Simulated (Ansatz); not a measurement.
**C₂H₂AlCl (SMILES C#[C][AlH][Cl]): functionals against CCSD(T) at one geometry**

How do the functionals fare away from a minimum? The structure is a structure displaced at random from a GFN2-xTB minimum.

Program: Ansatz 0.2.0, Gaussian basis. Level of theory: single points in def2-TZVPP. These are calculated values, not measurements.

Cores are frozen in the correlated methods.

### Step 1. The starting structure

SMILES `C#[C][AlH][Cl]`, 6 atoms, charge 0, spin multiplicity 1.

Atoms are counted from 1 here; the program's logs count them from 0.

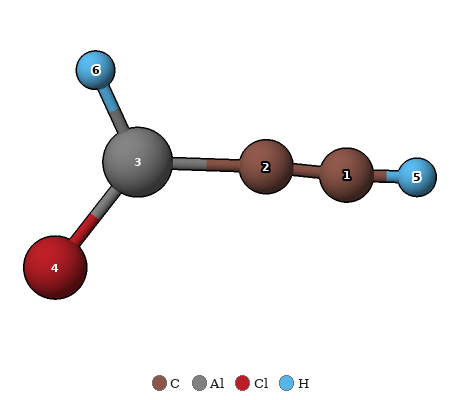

As it starts; carbon brown, aluminium grey, chlorine red, hydrogen blue; atoms are numbered from 1 in the order of the file.

Geometry (Å):

| atom | x (Å) | y (Å) | z (Å) |
| --- | --- | --- | --- |
| C1 | 0.3036 | 0.9111 | -1.6681 |
| C2 | 0.1374 | 0.3900 | -0.5761 |
| Al3 | -0.1348 | -0.5601 | 1.0978 |
| Cl4 | -1.1190 | -2.3160 | 1.2803 |
| H5 | 0.4260 | 1.4475 | -2.5857 |
| H6 | 0.4430 | 0.0900 | 2.3931 |

### Step 2. CCSD(T)/def2-TZVPP

Input file run/in.yaml:

```yaml
crystal:
  periodic: [false, false, false]
  atoms:
    - {symbol: C, position_ang: [0.303600, 0.911100, -1.668100]}
    - {symbol: C, position_ang: [0.137400, 0.390000, -0.576100]}
    - {symbol: Al, position_ang: [-0.134800, -0.560100, 1.097800]}
    - {symbol: Cl, position_ang: [-1.119000, -2.316000, 1.280300]}
    - {symbol: H, position_ang: [0.426000, 1.447500, -2.585700]}
    - {symbol: H, position_ang: [0.443000, 0.090000, 2.393100]}
basis:
  gaussian: {orbitals: def2-TZVPP}
correlation: {method: ccsd_t}
output: {forces: true}
```

The command line of these runs was not kept.

### Step 3. PBE0-D4/def2-TZVPP

run/in.yaml, as its differences from that of step 2:

```diff
@@ -11,3 +11,3 @@
   gaussian: {orbitals: def2-TZVPP}
-correlation: {method: ccsd_t}
-output: {forces: true}
+hamiltonian: {xc: pbe0, dispersion: d4}
+output: {forces: true, orbitals: {seedname: orbitals}}
```

### Step 4. wB97M-V/def2-TZVPP

run/in.yaml, as its differences from that of step 3:

```diff
@@ -11,3 +11,3 @@
   gaussian: {orbitals: def2-TZVPP}
-hamiltonian: {xc: pbe0, dispersion: d4}
-output: {forces: true, orbitals: {seedname: orbitals}}
+hamiltonian: {xc: {name: wB97M-V}}
+output: {forces: true}
```

### Step 5. r2SCAN-D4/def2-TZVPP

run/in.yaml, as its differences from that of step 4:

```diff
@@ -11,3 +11,3 @@
   gaussian: {orbitals: def2-TZVPP}
-hamiltonian: {xc: {name: wB97M-V}}
+hamiltonian: {xc: r2scan, dispersion: d4}
 output: {forces: true}
```

### Step 6. PBE-D4/def2-TZVPP

run/in.yaml, as its differences from that of step 5:

```diff
@@ -11,3 +11,3 @@
   gaussian: {orbitals: def2-TZVPP}
-hamiltonian: {xc: r2scan, dispersion: d4}
+hamiltonian: {xc: pbe, dispersion: d4}
 output: {forces: true}
```

### Step 7. r2SCAN0-D4/def2-TZVPP

run/in.yaml, as its differences from that of step 6:

```diff
@@ -11,3 +11,3 @@
   gaussian: {orbitals: def2-TZVPP}
-hamiltonian: {xc: pbe, dispersion: d4}
+hamiltonian: {xc: {name: r2SCAN0}, dispersion: d4}
 output: {forces: true}
```

### Step 8. SPW92/def2-TZVPP

run/in.yaml, as its differences from that of step 7:

```diff
@@ -11,3 +11,3 @@
   gaussian: {orbitals: def2-TZVPP}
-hamiltonian: {xc: {name: r2SCAN0}, dispersion: d4}
+hamiltonian: {xc: lda}
 output: {forces: true}
```

(Steps that only read results are left out.)

**Question.** What will these runs give? Wanted: energy less free atoms, CCSD(T)/def2-TZVPP; RMS force component; RMS force error; HOMO and LUMO, PBE0-D4; T1 diagnostic.

As calculated:

| quantity | value |
| --- | --- |
| energy less free atoms, CCSD(T)/def2-TZVPP | -2242.5 kJ/mol |
| RMS force component | 0.572 to 0.660 eV/Å over the methods |
| RMS force error | PBE0-D4 0.429, wB97M-V 0.517, r2SCAN-D4 0.308, PBE-D4 0.145, r2SCAN0-D4 0.546, SPW92 0.354 eV/Å |
| HOMO and LUMO, PBE0-D4 | -8.33 and -1.72 eV |
| T1 diagnostic | 0.012 |

In words: Against CCSD(T) the functionals' energies less atoms differ by -355.8 to -26.4 kJ/mol, PBE-D4 by -104.8 kJ/mol. A larger basis would deepen the CCSD(T) value, while the functionals are nearly converged already, so the order here is not reliable. The forces of PBE-D4 come nearest to CCSD(T), those of r2SCAN0-D4 are farthest. Frozen-core CCSD(T) forces in triple zeta carry basis errors of their own, and this is one geometry, so small gaps rank nothing.
